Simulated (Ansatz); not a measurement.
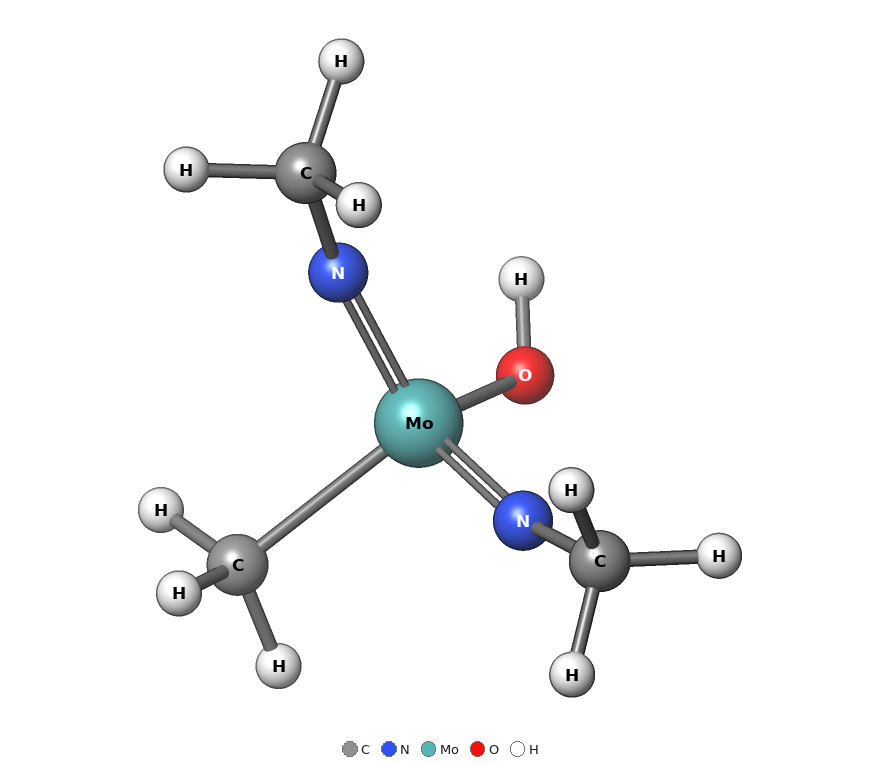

Charge 0, singlet. Computed geometry: PBE0-D4/def2-TZVP optimisation. No frequency run is at hand to confirm it as a minimum. Program: Ansatz 0.2.0.

Tabulate HOMO–LUMO gap (eV) at these levels: B97M-V/def2-TZVPP; BHLYP-D4/def2-TZVPP; BLYP-D4/def2-TZVPP; CAM-B3LYP-D4/def2-TZVPP; PBE0-D4/def2-SVP; SPW92 (LDA)/def2-TZVPP; r2SCANh-D4/def2-TZVPP; ωB97M-V/def2-QZVPP; ωB97M-V/def2-SVP; ωB97M-V/def2-TZVPP.

```csv
level,HOMO–LUMO gap (eV)
B97M-V/def2-TZVPP,4.16
BHLYP-D4/def2-TZVPP,7.91
BLYP-D4/def2-TZVPP,3.71
CAM-B3LYP-D4/def2-TZVPP,8.18
PBE0-D4/def2-SVP,5.84
SPW92 (LDA)/def2-TZVPP,3.69
r2SCANh-D4/def2-TZVPP,4.85
ωB97M-V/def2-QZVPP,9.64
ωB97M-V/def2-SVP,10.11
ωB97M-V/def2-TZVPP,10.03
```
